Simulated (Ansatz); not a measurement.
```yaml
atoms:
  - { symbol: C, position_ang: [0.3601, 0.2958, -2.2628] }
  - { symbol: Na, position_ang: [-1.3952, 0.3155, -0.6466] }
  - { symbol: O, position_ang: [0.6736, 1.1545, -1.4100] }
  - { symbol: H, position_ang: [1.1712, 0.2210, -3.0965] }
  - { symbol: H, position_ang: [-2.9441, 0.2530, 0.6725] }
```

Geometry: B3LYP-D3(BJ)/def2-SVPD.

Computed with isolated molecule in a Gaussian basis; Kohn-Sham density functional theory, functional PBE0 (Ansatz).

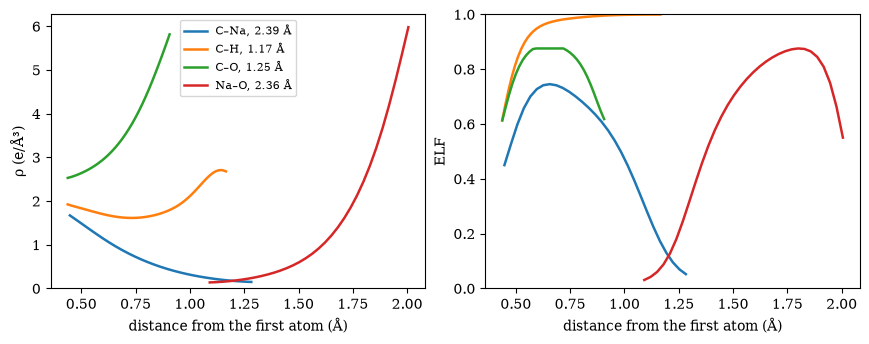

CH$_{2}$NaO (charge −1). Electron density and electron localisation function along straight lines between neighbouring atoms. The curves leave out the atomic cores.

What can be read from the curves?

Answer. C–Na (2.39 Å): ρ is about 0.18 e/Å³ halfway; the ELF peaks at about 0.75 in the valence shell of C, 0.7 Å from its nucleus, and is about 0.15 at the midpoint.
C–H (1.17 Å): the density is about 1.7 e/Å³ at the midpoint; the ELF climbs to about 1 towards the hydrogen, as it does in any bond to H; an ordinary covalent bond to hydrogen.
C–O (1.25 Å): ρ at the midpoint is about 3.1 e/Å³; the ELF peaks at about 0.90 between the atoms; a polar covalent bond.
Na–O (2.36 Å): ρ at the midpoint is about 0.17 e/Å³; the ELF is about 0.10 at the midpoint (a closed-shell, largely ionic contact).
